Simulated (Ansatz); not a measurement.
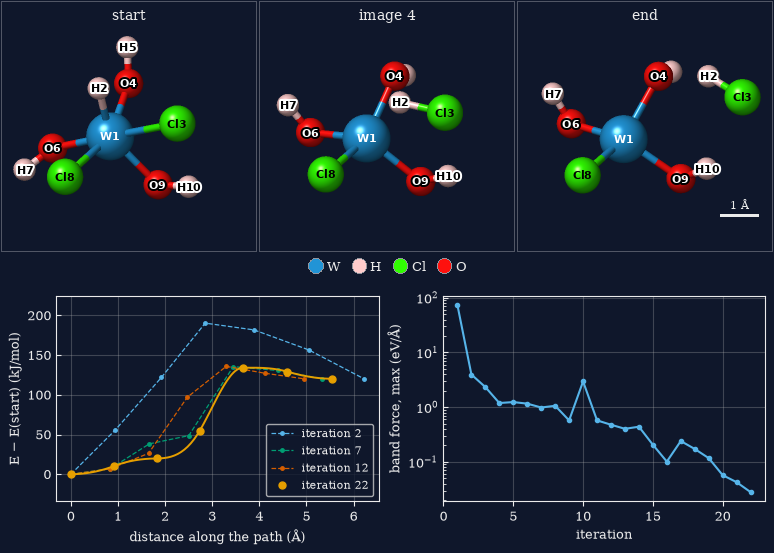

A nudged-elastic-band calculation for WH4O3Cl2. Images are numbered from 0 (start) to 6 (end). The plot follows the band through its iterations. Style: ball-and-stick. Shown at a tilt.

These are results of Ansatz 0.2.0, RKS PBE0-D4/def2-SVP, not measurements. Settings: 5 movable images; climbing image; force threshold 0.03 eV/Å; iteration limit 60; starting path through a guess of the saddle point.

**How did the profile develop, and is the result final?**

The result is final at these settings. The band converged in 22 iterations. The largest component of the band force went from 73 to 0.028 eV/Å. The climbing image converged on the top of the path. Its vibrational analysis gives one imaginary mode (77i cm⁻¹), as a transition state must have. The first iteration put the highest image at 978.5 kJ/mol. Forward barrier 134.1 kJ/mol, backward barrier 13.8 kJ/mol, with image 4 at the top; the reaction energy is +120.2 kJ/mol.

The run took 6 min on 4 threads of Arm Neoverse V1, with other jobs on the host, peak memory 0.37 GiB.
